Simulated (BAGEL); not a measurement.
# B3LYP/cc-pVDZ (density fitting with qzvpp-jkfit) run of C2H4NSi− (SMILES C#C[SiH-]N)

What is the energy change on altering one bond length of C2H4NSi− at B3LYP/cc-pVDZ (density fitting with qzvpp-jkfit)? 

The results are computed with BAGEL 1.2.2.

**1. The structure to begin with**

C2H4NSi−: 8 atoms, total charge -1, spin state singlet. As SMILES, `C#C[SiH-]N`. Geometry: relaxed at GFN2-xTB. This is one conformer, not always the lowest.

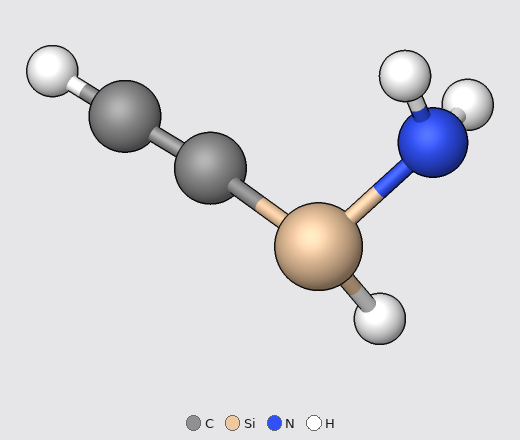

The structure, seen from a chosen angle (carbon grey, silicon light orange, nitrogen blue, hydrogen white).

**2. The energy at B3LYP/cc-pVDZ (density fitting with qzvpp-jkfit)**

Input file input.json:

```json
{ "bagel" : [

{
  "title" : "molecule",
  "basis" : "cc-pvdz.json",
  "df_basis" : "qzvpp-jkfit",
  "angstrom" : true,
  "geometry" : [
    { "atom" : "C", "xyz" : [       0.279050,       1.853940,      -1.189400 ] },
    { "atom" : "C", "xyz" : [       0.177520,       1.083400,      -0.260710 ] },
    { "atom" : "Si", "xyz" : [       0.551220,      -0.169920,       1.081360 ] },
    { "atom" : "N", "xyz" : [      -0.100430,      -1.724230,       0.469350 ] },
    { "atom" : "H", "xyz" : [       0.301890,       2.546050,      -1.994630 ] },
    { "atom" : "H", "xyz" : [      -0.569410,       0.172850,       2.046120 ] },
    { "atom" : "H", "xyz" : [       0.434460,      -2.067110,      -0.320570 ] },
    { "atom" : "H", "xyz" : [      -1.074300,      -1.694990,       0.168480 ] }
  ]
},

{ "title" : "ks", "xc_func" : "b3lyp", "charge" : -1 },

{ "title" : "print", "file" : "orbitals.molden", "orbitals" : true }

]}
```

The basis set cc-pVDZ is read from a file made from the Basis Set Exchange's data (not shown).

Run with:

```sh
$ BAGEL_NUM_THREADS=1 BAGEL input.json > input.out
```

Output:

```text
* using 1 threads per process

  ===============================================================
  ===============================================================

  *** Geometry ***

  { "atom" : "C", "xyz" : [      0.527328,      3.503439,     -2.247640 ] },
  { "atom" : "C", "xyz" : [      0.335464,      2.047329,     -0.492670 ] },
  { "atom" : "Si", "xyz" : [      1.041655,     -0.321102,      2.043474 ] },
  { "atom" : "N", "xyz" : [     -0.189785,     -3.258322,      0.886943 ] },
  { "atom" : "H", "xyz" : [      0.570489,      4.811337,     -3.769304 ] },
  { "atom" : "H", "xyz" : [     -1.076029,      0.326639,      3.866606 ] },
  { "atom" : "H", "xyz" : [      0.821010,     -3.906272,     -0.605790 ] },
  { "atom" : "H", "xyz" : [     -2.030133,     -3.203067,      0.318381 ] },

  Number of auxiliary basis functions:      427

  Since a DF basis is specified, we compute 2- and 3-index integrals:
    o Being stored without compression. Storage requirement is 0.022 GB

  Number of basis functions:       80
  Number of electrons      :       37

    * METHOD: MOLECULE                             0.18

  *** Kohn-Sham DFT ***

    * Removing 13510 points whose weight is below 1.00e-10
    * Grid points: 105738

  === Nuclear Repulsion ===
   129.6474828698

       - DIIS with orbital gradients will be used.

  === KS iteration (b3lyp / cc-pvdz.json) ===
      0       -397.73186044          0.09178732           0.31
      1       -356.04569789          0.17431016           0.30
      2       -369.45088203          0.20954606           0.30
      3       -406.98130290          0.11568824           0.30
      4       -401.65874777          0.14407732           0.30
      5       -421.14801545          0.05175309           0.30
      6       -422.63641125          0.01712224           0.30
      7       -422.72401599          0.01250315           0.30
      8       -422.82356682          0.00333524           0.30
      9       -422.82911625          0.00110864           0.30
     10       -422.82970560          0.00013076           0.30
     11       -422.82971316          0.00008493           0.30
     12       -422.82971461          0.00006561           0.30
     13       -422.82971637          0.00001248           0.30
     14       -422.82971644          0.00000275           0.30
     15       -422.82971644          0.00000139           0.30
     16       -422.82971644          0.00000027           0.30
     17       -422.82971644          0.00000010           0.30
     18       -422.82971644          0.00000005           0.30
     19       -422.82971644          0.00000001           0.29
     20       -422.82971644          0.00000000           0.29
    * SCF iteration converged.

    * Permanent dipole moment:
           (    0.590523,     0.115783,     1.244185) a.u.

    * METHOD: KS                                   6.88

    * METHOD: PRINT                                0.02

  ===============================================================
```

It took 7.2 s on 1 thread of Arm Neoverse V1, shared host; peak memory 0.4 GiB.

**3. The distorted shape**

Input file dft.json:

```json
{ "bagel" : [

{
  "title" : "molecule",
  "basis" : "cc-pvdz.json",
  "df_basis" : "qzvpp-jkfit",
  "angstrom" : "true",
  "geometry" : [
    { "atom" : "C", "xyz" : [    0.766024,    1.839319,   -1.038953 ] },
    { "atom" : "C", "xyz" : [    0.664494,    1.068779,   -0.110263 ] },
    { "atom" : "Si", "xyz" : [    1.038194,   -0.184541,    1.231807 ] },
    { "atom" : "N", "xyz" : [    0.386544,   -1.738851,    0.619797 ] },
    { "atom" : "H", "xyz" : [    0.788864,    2.531429,   -1.844183 ] },
    { "atom" : "H", "xyz" : [   -0.082436,    0.158229,    2.196567 ] },
    { "atom" : "H", "xyz" : [    0.921434,   -2.081731,   -0.170123 ] },
    { "atom" : "H", "xyz" : [   -1.074300,   -1.694990,    0.168480 ] }
  ]
},
{
  "title" : "ks",
  "xc_func" : "b3lyp",
  "charge" : -1
},
{
  "title" : "print",
  "file" : "orbitals.molden",
  "orbitals" : "true"
}

]}
```

The basis set cc-pVDZ is read from a file made from the Basis Set Exchange's data (not shown).

Run with:

```sh
$ BAGEL_NUM_THREADS=1 BAGEL dft.json > dft.out
```

Output:

```text
* using 1 threads per process

  ===============================================================
  ===============================================================

  *** Geometry ***

  { "atom" : "C", "xyz" : [      1.447576,      3.475809,     -1.963337 ] },
  { "atom" : "C", "xyz" : [      1.255712,      2.019700,     -0.208367 ] },
  { "atom" : "Si", "xyz" : [      1.961902,     -0.348732,      2.327778 ] },
  { "atom" : "N", "xyz" : [      0.730462,     -3.285952,      1.171247 ] },
  { "atom" : "H", "xyz" : [      1.490737,      4.783708,     -3.485001 ] },
  { "atom" : "H", "xyz" : [     -0.155781,      0.299009,      4.150910 ] },
  { "atom" : "H", "xyz" : [      1.741258,     -3.933901,     -0.321486 ] },
  { "atom" : "H", "xyz" : [     -2.030133,     -3.203067,      0.318381 ] },

  Number of auxiliary basis functions:      427

  Since a DF basis is specified, we compute 2- and 3-index integrals:
    o Being stored without compression. Storage requirement is 0.022 GB

  Number of basis functions:       80
  Number of electrons      :       37

    * METHOD: MOLECULE                             0.18

  *** Kohn-Sham DFT ***

    * Removing 12947 points whose weight is below 1.00e-10
    * Grid points: 106301

  === Nuclear Repulsion ===
   127.8284290650

       - DIIS with orbital gradients will be used.

  === KS iteration (b3lyp / cc-pvdz.json) ===
      0       -397.98409115          0.10069722           0.31
      1       -377.56162048          0.16894510           0.30
      2       -388.73114708          0.13181617           0.30
      3       -393.60622725          0.17380312           0.30
      4       -418.39912420          0.06231551           0.30
      5       -420.93722150          0.05458258           0.30
      6       -422.51386229          0.02125520           0.30
      7       -422.60482746          0.01693097           0.30
      8       -422.71411759          0.00902305           0.30
      9       -422.74133083          0.00631859           0.30
     10       -422.76006811          0.00140176           0.30
     11       -422.76093381          0.00039465           0.30
     12       -422.76100664          0.00006597           0.30
     13       -422.76100782          0.00005772           0.30
     14       -422.76100928          0.00002941           0.30
     15       -422.76100974          0.00000345           0.30
     16       -422.76100975          0.00000057           0.30
     17       -422.76100975          0.00000027           0.30
     18       -422.76100975          0.00000022           0.30
     19       -422.76100975          0.00000005           0.30
     20       -422.76100975          0.00000002           0.30
     21       -422.76100975          0.00000001           0.30
    * SCF iteration converged.

    * Permanent dipole moment:
           (    0.041368,    -0.413089,     1.026504) a.u.

    * METHOD: KS                                   7.19

    * METHOD: PRINT                                0.02

  ===============================================================
```

Wall time 7.5 s (1 thread of Arm Neoverse V1, shared host); peak memory 0.4 GiB.

**4. Outcome**

Level: B3LYP/cc-pVDZ (density fitting with qzvpp-jkfit).

| quantity | value |
| --- | --- |
| first shape: total energy | -422.82972 Eh |
| first shape: HOMO energy | 0.88 eV |
| first shape: LUMO energy | 5.39 eV |
| first shape: HOMO–LUMO gap (to an unbound level, set by the basis) | 4.51 eV |
| distorted shape: total energy | -422.76101 Eh |
| distorted shape: HOMO energy | 0.43 eV |
| distorted shape: LUMO energy | 3.95 eV |
| distorted shape: HOMO–LUMO gap (to an unbound level, set by the basis) | 3.52 eV |
| energy change with the N4–H8 bond stretched from 1.020 to 1.530 Å | 1.870 eV |

In words: With the N4–H8 bond stretched from 1.020 to 1.530 Å the energy rises by 1.87 eV (43 kcal/mol). The first shape isn't relaxed at this level, so the change isn't measured from a minimum. The HOMO (first shape) lies at positive energy, 0.88 eV, from the functional's self-interaction, a short basis or an electron that isn't bound; only total energies against the neutral tell. The HOMO (distorted shape) lies at positive energy, 0.43 eV, from the functional's self-interaction, a short basis or an electron that isn't bound; only total energies against the neutral tell.
